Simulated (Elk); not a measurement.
Band structure of LaCu2 (P6/mmm, 3 atoms in the cell).

```xyz
3
Lattice="4.3003 0.0000 0.0000 -2.1501 3.7242 0.0000 0.0000 0.0000 3.8510" Properties=species:S:1:pos:R:3 pbc="T T T"
La     0.0000     0.0000     0.0000
Cu     0.0000     2.4828     1.9255
Cu     2.1501     1.2414     1.9255
```

Method of the run: LDA (PW92), all-electron FP-LAPW, Elk's shipped species files, APW+lo basis with extra local orbitals in Elk 10.2.4.

Settings: xctype = 3; rgkmax = 7.5; stype = 3; swidth = 0.00183747 Ha; ngridk = 9 9 9; gmaxvr = 16 1/bohr; nxlo = 2; lorbcnd = true; rmtscf = 0.92; lmaxi = 2.

The starting cell comes from a database of computed structures (which also holds hypothetical and non-ambient phases and stackings), without a prior relaxation at this level. Spin polarisation is off. Values depend on the basis (sphere radii, cutoffs, local orbitals), which need not be converged.

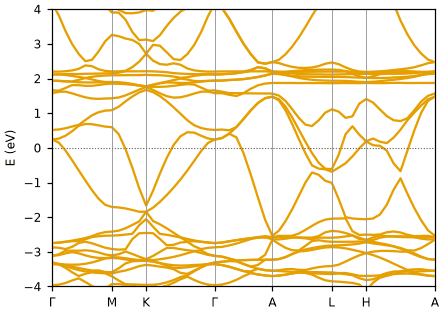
Bands along the path, energies from the Fermi level.

Levels in eV from the Fermi level, bands 19 to 26:
```tsv
point	19	20	21	22	23	24	25	26
Γ	-2.87	-2.75	-2.75	0.24	0.24	0.52	1.58	1.66
M	-2.92	-2.53	-2.42	-1.70	0.60	1.09	1.43	1.85
K	-2.45	-2.06	-1.84	-1.84	-1.67	1.67	1.75	1.75
A	-2.64	-2.58	-2.58	-2.54	1.47	1.47	1.57	1.87
L	-2.59	-2.40	-2.04	-1.01	-0.69	-0.61	1.11	1.87
H	-2.66	-2.66	-2.50	-2.06	0.19	0.19	1.41	1.87
```

Bands cross the Fermi level along this path, so the cell is metallic at this level.
